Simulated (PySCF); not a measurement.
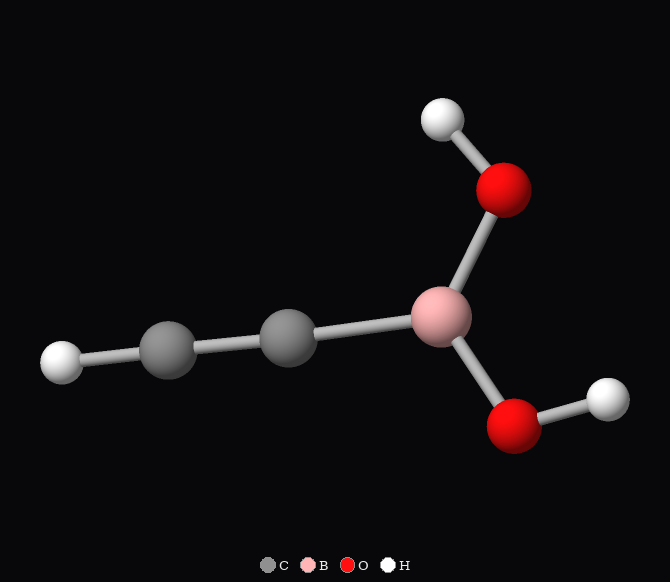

Rendered structure (ball-and-stick style). Every bond is drawn as one stick, whatever its order.

Computed geometry: PBE0-D3(BJ)/def2-SVP optimisation. No frequency run is at hand to confirm it as a minimum.

Identify the structure.

It has 8 atoms: 2 carbon, 3 hydrogen, 1 boron and 2 oxygen (C2H3BO2). As SMILES it reads `C#CB(O)O`. It has no ring. Among its groups: alkyne. This geometry has Cs symmetry. All atoms lie on one plane. Coordination: 2 C linear; 1 B trigonal planar; 2 O bent.

More results for the same structure follow; atom numbers are the same in all pictures, views and colours differ.

### Shape

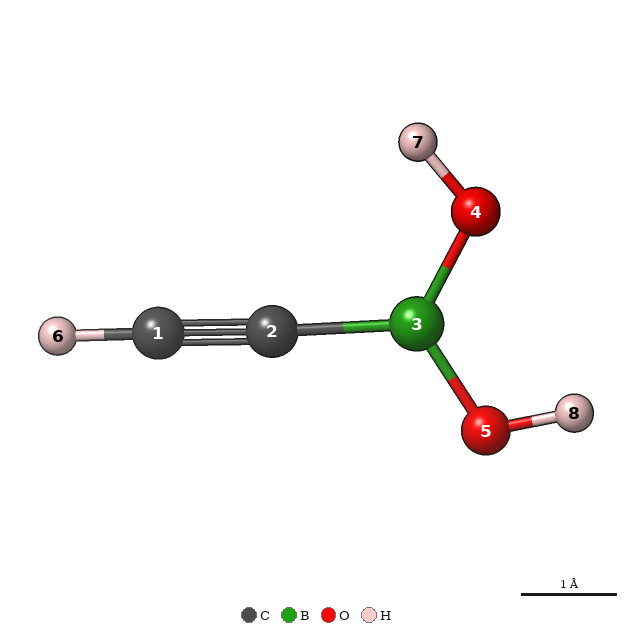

No frequency run is at hand to confirm it as a minimum.

Give these bond angles: C2–C1–H6, C1–C2–B3, C2–B3–O4, C2–B3–O5, O4–B3–O5, B3–O4–H7, B3–O5–H8.

```tsv
angle	degrees
C2–C1–H6	179.2
C1–C2–B3	177.9
C2–B3–O4	121.2
C2–B3–O5	119.4
O4–B3–O5	119.4
B3–O4–H7	112.7
B3–O5–H8	111.3
```

### Excitation

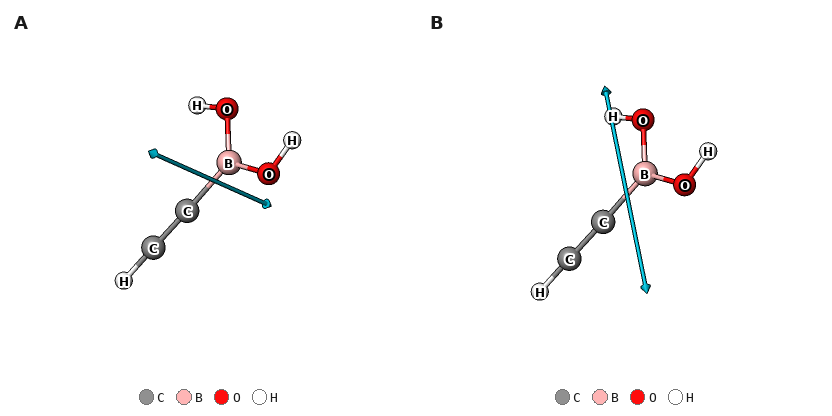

The double arrows show the directions of two transition dipoles from the ground state (lengths mean nothing). No frequency run is at hand to confirm it as a minimum. Properties computed with TDDFT B3LYP/def2-SVPD, vertical, gas phase, core orbitals frozen in the response (PySCF 2.14.0).

One belongs to singlet state 4 and one to singlet state 9. Which is which?

Answer. A: state 9, 8.15 eV (152 nm), oscillator strength 0.028, mainly HOMO−1 → LUMO+3 (weight 0.76); polarised normal to the molecular plane.
B: state 4, 7.06 eV (176 nm), oscillator strength 0.035, mainly HOMO → LUMO+1 (weight 0.96).

### NMR shielding

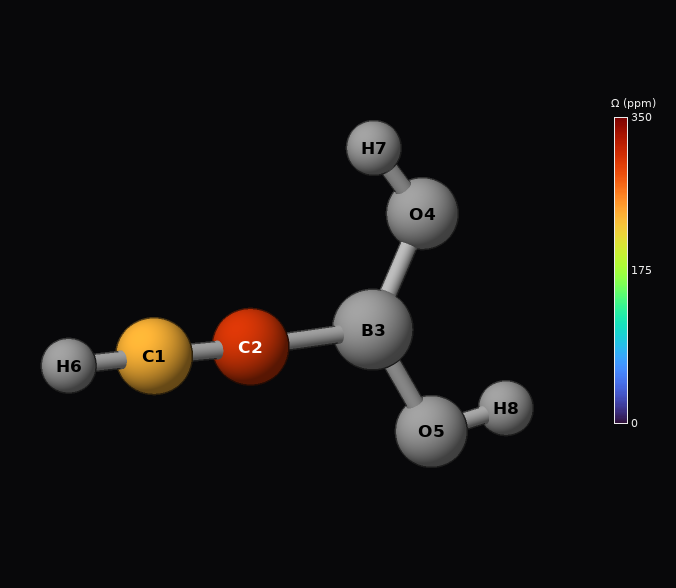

The C atoms are coloured by the span of their shielding tensor. No frequency run is at hand to confirm it as a minimum. Level of theory: GIAO HF/pcSseg-2 NMR shielding, non-relativistic, gas phase (PySCF 2.14.0). Principal shieldings σ11 ≤ σ22 ≤ σ33, span Ω = σ33 − σ11, skew κ = 3(σiso − σ22)/Ω.

Which C atom has the most anisotropic shielding?

Answer. C2, with a span of 301 ppm.

Give the shielding tensors of the C atoms.

```json
{"atom": "C1", "σ11": "6.5", "σ22": "23.6", "σ33": "244.0", "σiso": "91.4", "Ω": "237.5", "κ": "0.86"}
{"atom": "C2", "σ11": "−0.6", "σ22": "19.2", "σ33": "300.2", "σiso": "106.2", "Ω": "300.8", "κ": "0.87"}
```

Shieldings and span in ppm.

### Core levels

No frequency run is at hand to confirm it as a minimum. Method: delta-SCF UKS SCAN, pcX-2 on the ionised atom, pcseg-1 elsewhere, spin-free X2C (PySCF 2.14.0).

Give the core-electron binding energies (to vacuum) of C1 1s, C2 1s, B3 1s, O4 1s.

```csv
atom,level,binding energy (eV)
C1,1s,290.8
C2,1s,290.6
B3,1s,198.0
O4,1s,539.4
```
